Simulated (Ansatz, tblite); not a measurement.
# The cluster Cu₄S₂: which spin state is lowest

Aim: set other spin states of the cluster Cu₄S₂ against its singlet, on many levels of theory.

Method: as each input shows; program: Ansatz 0.2.0, Gaussian basis.

Levels to be run: triplet, at the geometry of the singlet (GFN1-xTB, GFN2-xTB, PBE0-D4/def2-TZVP, PBE-D4/def2-TZVP, r2SCAN-D4/def2-TZVP); the singlet's energies come from earlier runs.

4 further runs of the same task are left out: 2 that didn't finish, 2 set aside as unsound or not needed. Runs told in other sessions of the task aren't counted.

## Step 1: The geometry

The geometry is that of the singlet, from an earlier relaxation (r2SCAN-D4/def2-SVP). At that level it is the lowest of the isomers that a small search found.

6 atoms, charge 0, spin multiplicity 1.

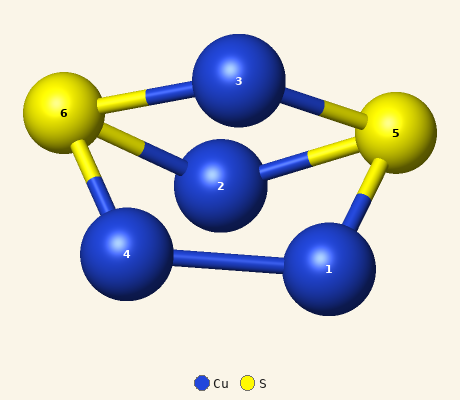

The geometry (copper blue, sulfur yellow); atoms are numbered from 1 in the order of the file.

As a file:

```
Cu   -0.85628    1.48947   -0.44599
Cu   -0.86129   -0.95244    0.04575
Cu    0.91161    0.27186    0.86388
Cu    0.74252    0.05015   -1.61155
S    -1.23846    0.77674    1.54694
S     1.30190   -1.63578   -0.39904
```

No spin-orbit coupling is included.

## Step 2: Triplet at the fixed geometry, GFN1-xTB

Tight binding, by tblite at 300 K electronic temperature and without a spin-polarisation term:

```python
tblite.interface.Calculator('GFN1-xTB', numbers, positions, charge=0, uhf=2).singlepoint()
```

Energy -693.6998 eV; 0.008 s.

## Step 3: Triplet at the fixed geometry, GFN2-xTB

Tight binding, by tblite at 300 K electronic temperature and without a spin-polarisation term:

```python
tblite.interface.Calculator('GFN2-xTB', numbers, positions, charge=0, uhf=2).singlepoint()
```

Energy -600.7111 eV; 0.01 s.

## Step 4: Triplet at the fixed geometry, PBE0-D4/def2-TZVP

File in.yaml:

```yaml
crystal:
  periodic: [false, false, false]
  atoms:
    - {symbol: Cu, position_ang: [-0.856282, 1.489468, -0.445986]}
    - {symbol: Cu, position_ang: [-0.861291, -0.952439, 0.045747]}
    - {symbol: Cu, position_ang: [0.911614, 0.271864, 0.863878]}
    - {symbol: Cu, position_ang: [0.742519, 0.050154, -1.611547]}
    - {symbol: S, position_ang: [-1.238458, 0.776743, 1.546944]}
    - {symbol: S, position_ang: [1.301898, -1.635781, -0.399036]}
basis:
  gaussian: {orbitals: def2-TZVP}
magnetization: {spin_polarized: true, initial_magnetization: 2}
hamiltonian: {xc: pbe0, dispersion: d4}
scf: {omitted_lower_state_checks: [starts]}
output: {orbitals: {seedname: orbitals}}
```

Command:

```console
> ansatz run in.yaml --threads 4 --pin off --events-out ev --progress --plain --max-ram 4787MiB
```

Standard output:

```text
Functional definition: PBE0
  name "PBE0"
  cite "Adamo & Barone, J. Chem. Phys. 110, 6158 (1999) doi:10.1063/1.478522"
  cite "Perdew, Burke & Ernzerhof, Phys. Rev. Lett. 77, 3865 (1996) doi:10.1103/PhysRevLett.77.3865"
  parent pbe
  parameter a = 0.25
  parameter kappa = 0.804
  parameter beta = 0.06672455060314922
  exchange = (1 - a)*pbe_x(kappa = kappa, mu = beta*pi^2/3) + a*exact_x
  correlation = pbe_c(beta = beta)
these checks for a lower state are left out or cut short: starts
2318 factors; integrals over basis functions are off by at most 7.1e-4 eV
mean field evaluation 1: about -200195.0357 eV, gradient 6.8e1 eV
mean field evaluation 2: about -199895.0658 eV, gradient 4.1e2 eV
mean field evaluation 4: about -200200.1588 eV, gradient 5.1e1 eV
mean field evaluation 8: about -200204.8244 eV, gradient 6.8e-1 eV
mean field evaluation 16: about -200205.2518 eV, gradient 4.0e-2 eV
mean field evaluation 32: about -200205.2520 eV, gradient 1.3e-4 eV
mean field -200205.25199762 eV, -7357.4073069186 hartree, gradient 2.3e-5 eV, S^2 2.015517; 0 other end points of the search recorded, 0 dependent functions left out
reference -200205.25203590 eV, -7357.4073083256 hartree; 75, 73 occupied and 179, 181 virtual orbitals, 2318 factors
Total energy: -200205.63282127 eV, -7357.4213019296 hartree
Checks for a lower state left out: starts
```

Wall time 33 s (4 threads of Arm Neoverse V2, shared host); peak memory 1.8 GiB.

From the report: HOMO -5.38 eV, LUMO -4.45 eV (over both spins); ⟨S²⟩ 2.016 (pure: 2.00).

## Step 5: Triplet at the fixed geometry, PBE-D4/def2-TZVP

start.molden holds the orbitals of an earlier run on this state, given as this run's starting guess.

in.yaml: that of step 4 with these lines changed.

```diff
@@ -10,5 +10,5 @@
 basis:
-  gaussian: {orbitals: def2-TZVP}
+  gaussian: {orbitals: def2-TZVP, initial_orbitals: start.molden}
 magnetization: {spin_polarized: true, initial_magnetization: 2}
-hamiltonian: {xc: pbe0, dispersion: d4}
+hamiltonian: {xc: pbe, dispersion: d4}
 scf: {omitted_lower_state_checks: [starts]}
```

Same command.

Standard output:

```text
Functional definition: PBE
  name "PBE"
  cite "Perdew, Burke & Ernzerhof, Phys. Rev. Lett. 77, 3865 (1996) doi:10.1103/PhysRevLett.77.3865"
  parent pbe
  parameter kappa = 0.804
  parameter beta = 0.06672455060314922
  exchange = pbe_x(kappa = kappa, mu = beta*pi^2/3)
  correlation = pbe_c(beta = beta)
these checks for a lower state are left out or cut short: starts
2334 factors; their error is unknown
mean field evaluation 1: about -200204.4769 eV, gradient 1.3e1 eV
mean field evaluation 2: about -200204.9843 eV, gradient 6.7e-1 eV
mean field evaluation 4: about -200204.8865 eV, gradient 8.9e-2 eV
mean field evaluation 8: about -200204.8867 eV, gradient 2.0e-5 eV
mean field -200204.88669541 eV, -7357.3938823099 hartree, gradient 2.0e-5 eV, S^2 2.004972; 0 other end points of the search recorded, 0 dependent functions left out
reference -200204.88674513 eV, -7357.3938841374 hartree; 75, 73 occupied and 179, 181 virtual orbitals, 2334 factors
Total energy: -200205.33406925 eV, -7357.4103229953 hartree
Checks for a lower state left out: starts
```

It took 13 s on 4 threads of Arm Neoverse V2, shared host; peak memory 0.7 GiB.

HOMO -4.66 eV, LUMO -5.11 eV (over both spins; with the spin held, an empty level of the minority spin lies below the top filled one); ⟨S²⟩ 2.005 (pure: 2.00).

## Step 6: Triplet at the fixed geometry, r2SCAN-D4/def2-TZVP

in.yaml: that of step 5 with these lines changed.

```diff
@@ -12,3 +12,3 @@
 magnetization: {spin_polarized: true, initial_magnetization: 2}
-hamiltonian: {xc: pbe, dispersion: d4}
+hamiltonian: {xc: r2scan, dispersion: d4}
 scf: {omitted_lower_state_checks: [starts]}
```

Launched as before.

Standard output:

```text
Functional definition: r2SCAN
  name "r2SCAN"
  cite "Furness, Kaplan, Ning, Perdew & Sun, J. Phys. Chem. Lett. 11, 8208 (2020) doi:10.1021/acs.jpclett.0c02405"
  cite "Furness, Kaplan, Ning, Perdew & Sun, J. Phys. Chem. Lett. 11, 9248 (2020) doi:10.1021/acs.jpclett.0c03077"
  parent r2scan
  parameter k0 = 0.174
  parameter k1 = 0.065
  parameter a1 = 4.9479
  exchange = r2scan_x(k0 = k0, k1 = k1, a1 = a1)
  correlation = r2scan_c
these checks for a lower state are left out or cut short: starts
2334 factors; their error is unknown
mean field evaluation 1: about -200237.6112 eV, gradient 8.6e0 eV
mean field evaluation 2: about -200237.8537 eV, gradient 4.6e-1 eV
mean field evaluation 4: about -200237.7490 eV, gradient 1.1e-1 eV
mean field evaluation 8: about -200237.7490 eV, gradient 2.9e-5 eV
mean field -200237.74904575 eV, -7358.6015514101 hartree, gradient 6.6e-6 eV, S^2 2.010905; 0 other end points of the search recorded, 0 dependent functions left out
reference -200237.74907113 eV, -7358.6015523429 hartree; 75, 73 occupied and 179, 181 virtual orbitals, 2334 factors
Total energy: -200237.83463535 eV, -7358.6046967700 hartree
Checks for a lower state left out: starts
```

Run time: 39 s. Hardware: 4 threads of Arm Neoverse V2, shared host; peak memory 0.83 GiB.

From the report: HOMO -4.88 eV, LUMO -5.04 eV (over both spins; with the spin held, an empty level of the minority spin lies below the top filled one); ⟨S²⟩ 2.011 (pure: 2.00).

## Step 7: Triplet less singlet, vertical

The singlet's energies are those of its earlier runs, whose logs aren't repeated here.

| level | triplet less singlet, vertical (eV) | time |
| --- | --- | --- |
| GFN1-xTB | +0.672 | 0.015 s |
| GFN2-xTB | +1.096 | 0.018 s |
| PBE-D4/def2-TZVP | +0.309 | 18 s |
| r2SCAN-D4/def2-TZVP | +0.215 | 58 s |
| PBE0-D4/def2-TZVP | +0.485 | 47 s |

Times add the two runs; a level without a time comes out of a correlated run. Tight binding without a spin term can't rank spin states.

## Step 8: Results

| quantity | value |
| --- | --- |
| triplet less singlet, vertical, functionals in def2-TZVP | +0.215 (r2SCAN-D4) to +0.485 eV (PBE0-D4) |

**Reading.** All functionals put the triplet above the singlet, over a spread of 0.270 eV. The checks for a lower triplet were left out, so another state of that spin may lie lower. The singlet here is a closed shell; an open-shell singlet can lie lower. These are electronic energies, without zero-point motion, entropy or surroundings.
